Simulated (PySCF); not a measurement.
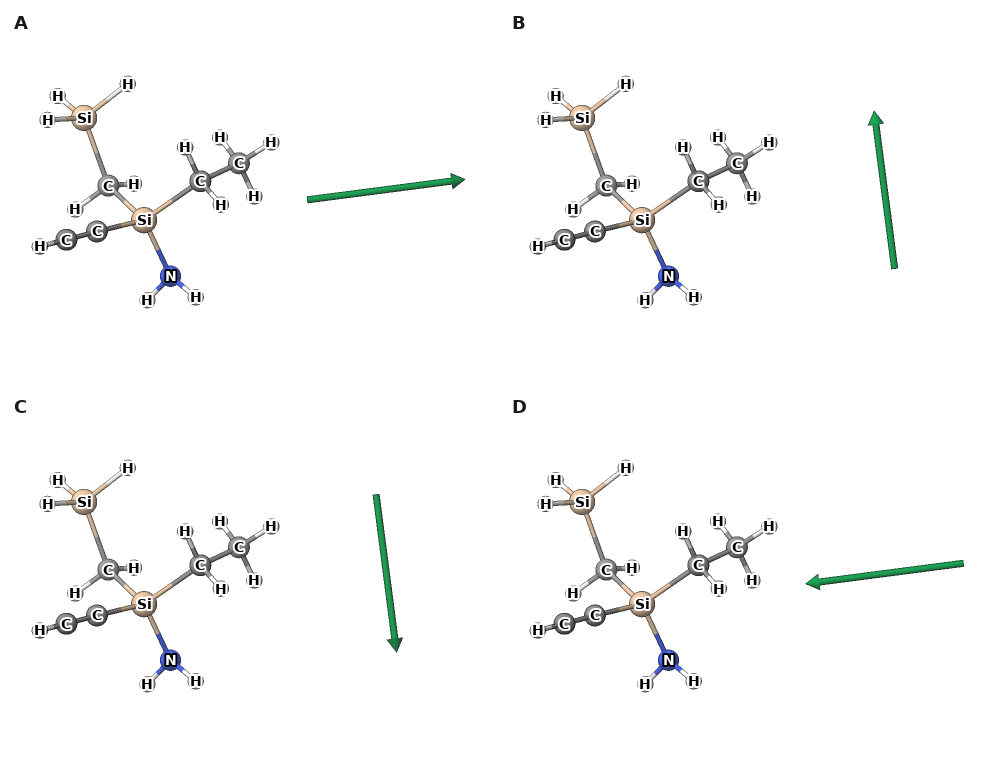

The same molecule four times, each with an arrow. Computed geometry: GFN2-xTB optimisation. No frequency run is at hand to confirm it as a minimum. Method: PBE0/pcSseg-1, gas phase (PySCF 2.14.0).

Which arrow points along the dipole moment, from the negative to the positive end?

C. The dipole moment is 1.44 D.

The geometry is semi-empirical. Around Si such bond lengths and angles can be off by a tenth of an ångström or more and by several degrees, and values that hang on the shape move with them.
